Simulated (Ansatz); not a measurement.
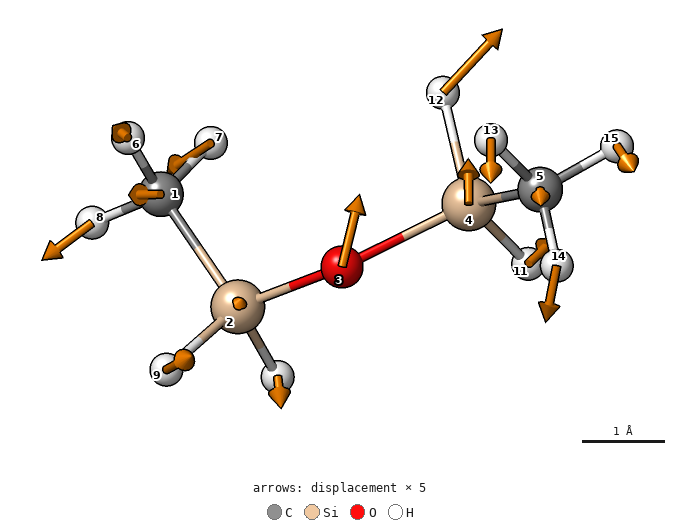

A relaxation of C2H10OSi2 (coarse preliminary run). The starting structure is drawn; orange arrows show the displacements, 5 times their true length. The two geometries are superimposed by the best rigid fit.

Style: ball-and-stick. Shown at a tilt.

The start comes from a force field.

These are results of RKS PBE-D4/def2-SVP (Ansatz 0.2.0), not measurements.

Input
```yaml
crystal:
  periodic: [false, false, false]
  atoms:
    - {symbol: C, position_ang: [-2.623700, 0.197700, -0.156300]}
    - {symbol: Si, position_ang: [-1.332200, -0.709400, -1.010300]}
    - {symbol: O, position_ang: [0.100300, -0.609700, -0.248600]}
    - {symbol: Si, position_ang: [1.368300, 0.523600, 0.126100]}
    - {symbol: C, position_ang: [2.717700, -0.201300, 1.055300]}
    - {symbol: H, position_ang: [-2.825300, -0.096600, 0.854300]}
    - {symbol: H, position_ang: [-2.407000, 1.311700, -0.115300]}
    - {symbol: H, position_ang: [-3.582900, 0.155200, -0.709000]}
    - {symbol: H, position_ang: [-1.712700, -2.118300, -1.049600]}
    - {symbol: H, position_ang: [-1.161600, -0.210900, -2.374500]}
    - {symbol: H, position_ang: [1.774200, 1.117100, -1.111700]}
    - {symbol: H, position_ang: [0.679700, 1.602800, 0.939200]}
    - {symbol: H, position_ang: [2.335300, -0.600500, 2.006000]}
    - {symbol: H, position_ang: [3.189200, -0.971700, 0.520100]}
    - {symbol: H, position_ang: [3.459000, 0.559600, 1.303700]}
basis:
  gaussian: {orbitals: def2-SVP}
hamiltonian: {xc: pbe, dispersion: d4}
relax: {f_tol: 0.03, max_steps: 200}
```

Command:
```bash
ansatz run in.yaml --threads 2 --pin off --events-out ev --progress --plain --max-ram 32768MiB --backend cpu
```

Q: What happened in the run?

A: After 4 geometry steps the energy has fallen by 0.492 eV. The largest force component goes from 3.3 to 0.02 eV/Å. The largest move after the best rigid fit is that of H12, 0.22 Å. Largest moves by element: H 0.22 Å, O 0.19 Å, C 0.13 Å, Si 0.13 Å. Near-neighbour distances that change, for instance: C1–Si2 1.794 → 1.880 Å, Si4–H11 1.431 → 1.509 Å, O3–Si4 1.741 → 1.676 Å, C5–H14 1.050 → 1.109 Å. Among the angles between lasting bonds that change: Si2–C1–H6 116.4° → 111.0°, H7–C1–H8 102.8° → 108.0°, O3–Si4–H12 104.4° → 109.5°.
